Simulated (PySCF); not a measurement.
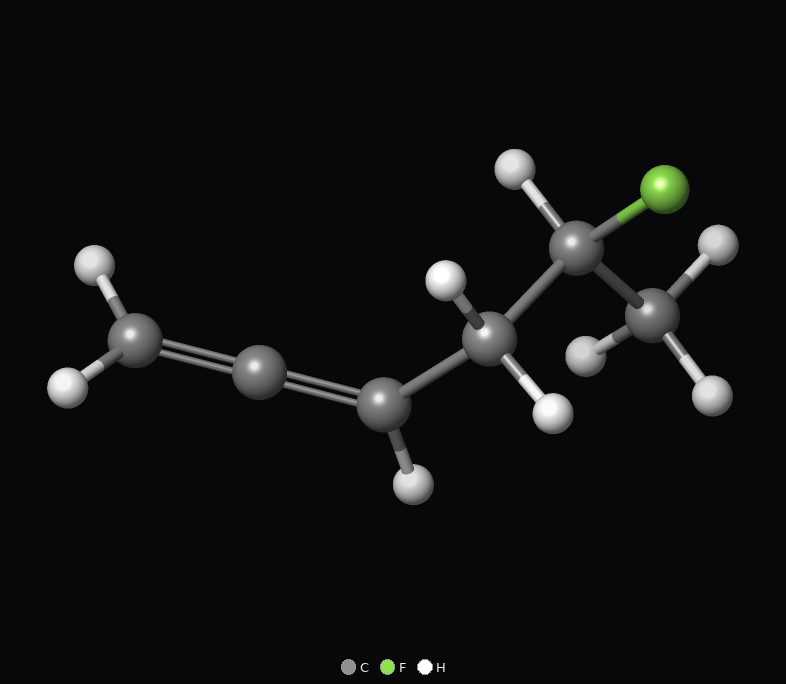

The computed structure is the end point of a PBE0-D3(BJ)/def2-SVP optimisation. No frequency run is at hand to confirm it as a minimum.

**Count the atoms of each element.**

C6H9F, 16 atoms: 6 carbon, 9 hydrogen and 1 fluorine.

**Describe its rings.**

It has no ring.

**What is its SMILES?**

C=C=CC[C@H](C)F

The parts below concern this one geometry. Atoms keep their numbers from picture to picture.

**Geometry**

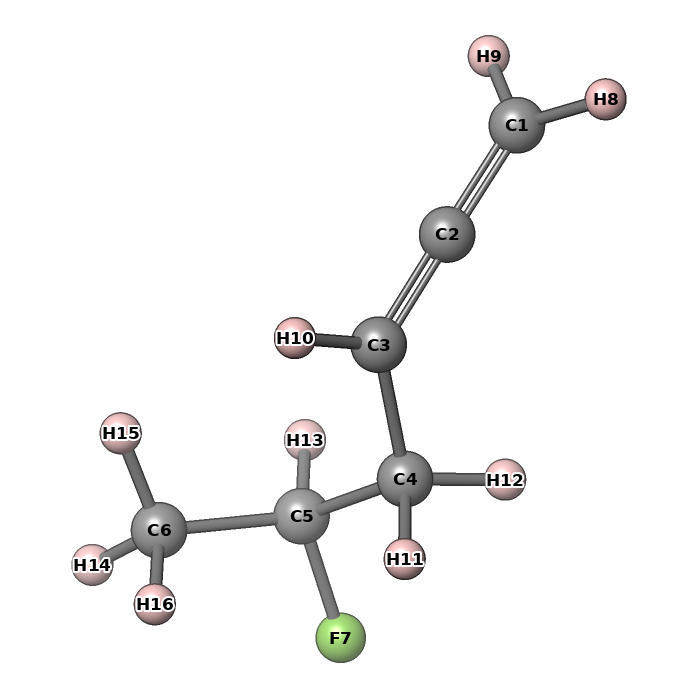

Atoms fade into the background with distance from the viewer. No frequency run is at hand to confirm it as a minimum.

**Find the stereocentres and stereogenic double bonds.**

Centres: C5.

**Assign CIP descriptors.**

C5: S (priorities F7 > C4 > C6 > H13).

**NMR shielding**

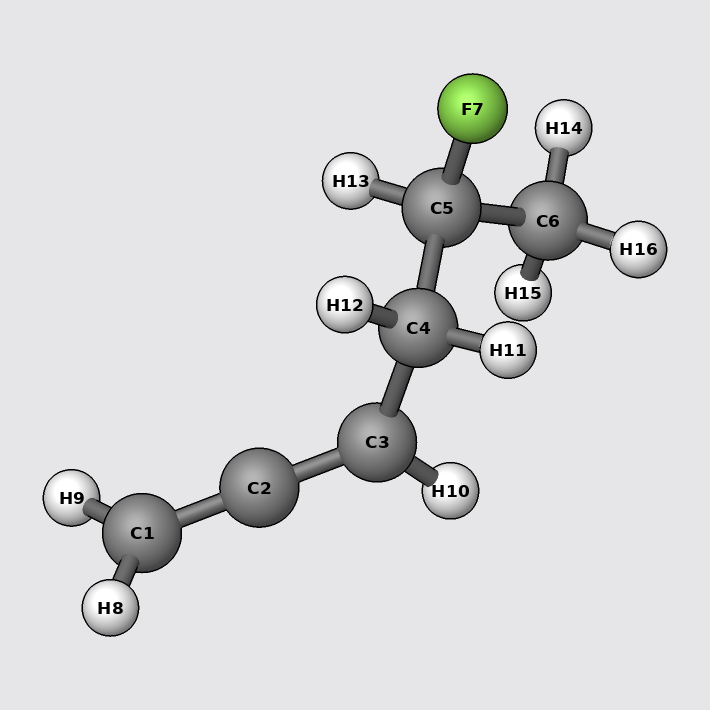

No frequency run is at hand to confirm it as a minimum. Properties computed with GIAO PBE0/pcSseg-1 NMR shielding, non-relativistic, gas phase (PySCF 2.14.0). Principal shieldings σ11 ≤ σ22 ≤ σ33, span Ω = σ33 − σ11, skew κ = 3(σiso − σ22)/Ω.

Give the shielding tensors of the F atoms.

| atom | σ11 | σ22 | σ33 | σiso | Ω | κ |
| --- | --- | --- | --- | --- | --- | --- |
| F7 | 335.8 | 368.1 | 389.5 | 364.5 | 53.7 | −0.20 |

Shieldings and span in ppm.

**Levels of theory compared**

No frequency run is at hand to confirm it as a minimum. Program: PySCF 2.14.0.

At this fixed geometry, give HOMO energy (eV), HOMO–LUMO gap (eV), dipole (D) at these levels: B3LYP/pcJ-1; B97-2/pcSseg-1; BHandHLYP/aug-pcX-1 (pcseg-1 on H); PBE0/pcSseg-1; PBE0/pcSseg-1 in chloroform (IEF-PCM); PBE0/pcSseg-1 in methanol (IEF-PCM); ωB97X-D/def2-SVPD; ωB97X-D/def2-SVPD in chloroform (IEF-PCM).

| level | HOMO energy (eV) | HOMO–LUMO gap (eV) | dipole (D) |
| --- | --- | --- | --- |
| B3LYP/pcJ-1 | −7.26 | 7.17 | 1.66 |
| B97-2/pcSseg-1 | −7.24 | 7.33 | 1.66 |
| BHandHLYP/aug-pcX-1 (pcseg-1 on H) | −8.55 | 9.01 | 1.80 |
| PBE0/pcSseg-1 | −7.49 | 7.63 | 1.67 |
| PBE0/pcSseg-1 in chloroform (IEF-PCM) | −7.42 | 7.65 | 1.92 |
| PBE0/pcSseg-1 in methanol (IEF-PCM) | −7.40 | 7.66 | 2.02 |
| ωB97X-D/def2-SVPD | −9.35 | 11.17 | 1.77 |
| ωB97X-D/def2-SVPD in chloroform (IEF-PCM) | −9.27 | 11.20 | 2.07 |

**Spin–spin coupling**

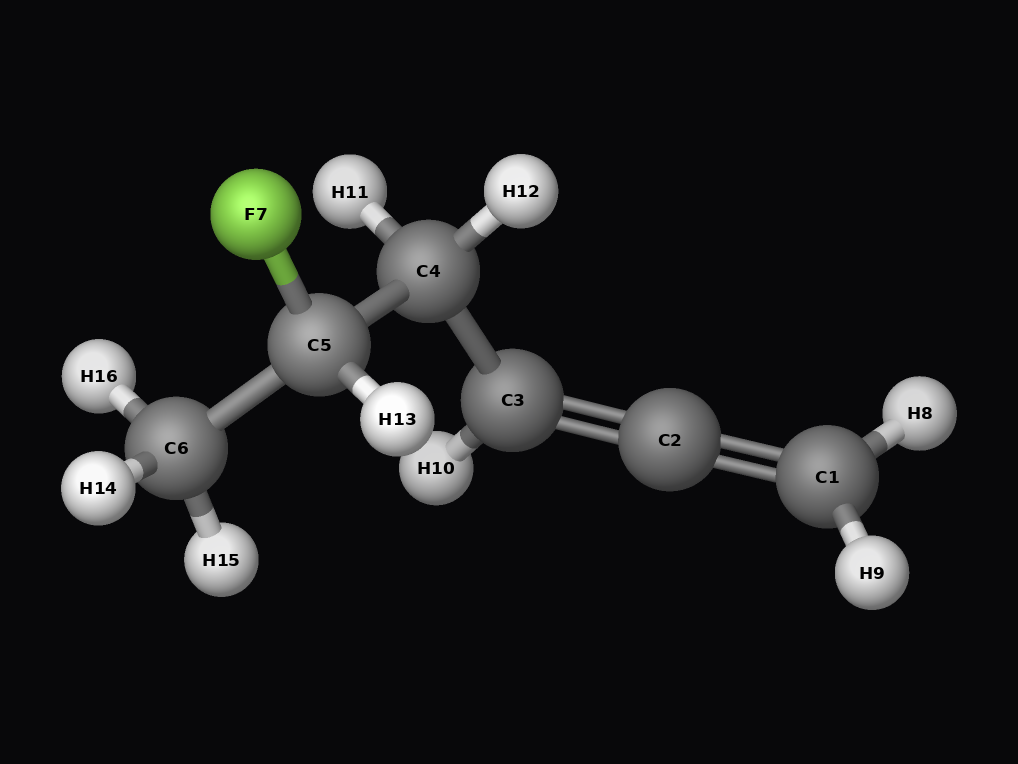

No frequency run is at hand to confirm it as a minimum. Level of theory: B3LYP/pcJ-1 indirect spin-spin coupling, non-relativistic, gas phase (PySCF 2.14.0). Isotopes: 13C, 19F, 1H.

Give the spin–spin coupling constants of these pairs, with the number of bonds between them: C5/F7, C4/F7, C6/F7, F7/H13, C3/F7, F7/H15, F7/H16, F7/H12, F7/H14, F7/H11.

```csv
pair,bonds apart,J (Hz)
"C5, F7",1,−229.6
"C4, F7",2,22.9
"C6, F7",2,22.4
"F7, H13",2,54.5
"C3, F7",3,13.9
"F7, H15",3,52.1
"F7, H16",3,7.0
"F7, H12",3,8.1
"F7, H14",3,10.3
"F7, H11",3,6.3
```

Density functionals are unreliable for couplings to fluorine, so those rows may be far off.
